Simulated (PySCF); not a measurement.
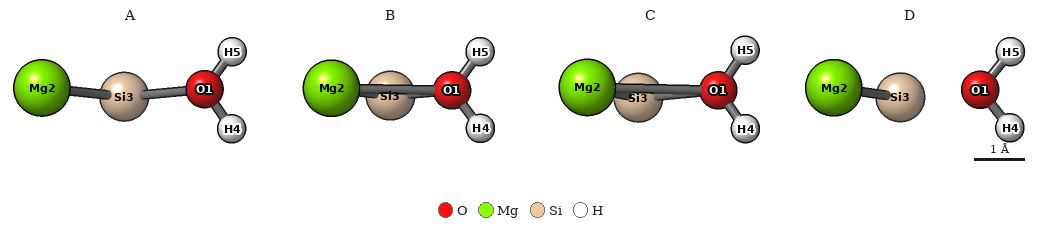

4 geometries from one relaxation of MgSiH₂O, in shuffled order. The picture is a ball-and-stick view, seen face on.

It is one of the separated reactants of a reaction.

All numbers below come from RKS PBE-D4/def2-SVP, density fitting (PySCF 2.14.0). 

Q: Put them in the order of the run, from the start to the converged end.

A: B, C, D, A. They are steps 0, 3, 8, 25, at +373.3 kJ/mol, +24.4 kJ/mol, +6.07 kJ/mol relative to the last. After 25 geometry steps the energy has fallen by 373.3 kJ/mol. Mg2 moves most after the best rigid fit: 0.62 Å. By element the largest moves are Mg 0.62 Å, O 0.31 Å, Si 0.27 Å, H 0.25 Å. Some distances before and after: O1–Mg2 2.498 → 3.336 Å, Mg2–Si3 1.919 → 2.531 Å, O1–Si3 1.600 → 2.159 Å, O1–H4 0.970 → 0.977 Å. Bond angles that change, for instance: Si3–O1–H4 119.7° → 108.1°, Si3–O1–H5 119.7° → 108.6°.
